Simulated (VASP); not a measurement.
Band structure of Ga₃InP₄ (ordered alloy cell). All values below come from PBE GGA, VASP's PBE PAW potentials (set 64) (plane waves; VASP).

Unless said otherwise, spin-orbit coupling is left out, though it shifts the bands of the heavy elements here.

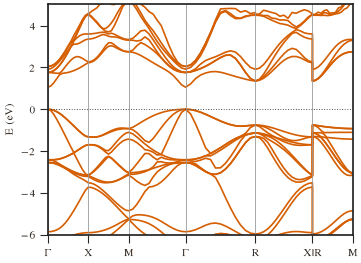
Figure. Bands along high-symmetry lines, zero at the valence-band maximum or, without a gap, the Fermi level

**Question.** Read the plot: is there a gap, and where are the band edges?

**Answer.** The gap is direct, 1.05 eV, from the valence maximum at Γ to the conduction minimum at Γ. (Edges off the drawn lines would not show.)

The structure was generated: Ga3InP4 was put into an ordered model structure (P-43m), which need not be its known phase. It was relaxed first.
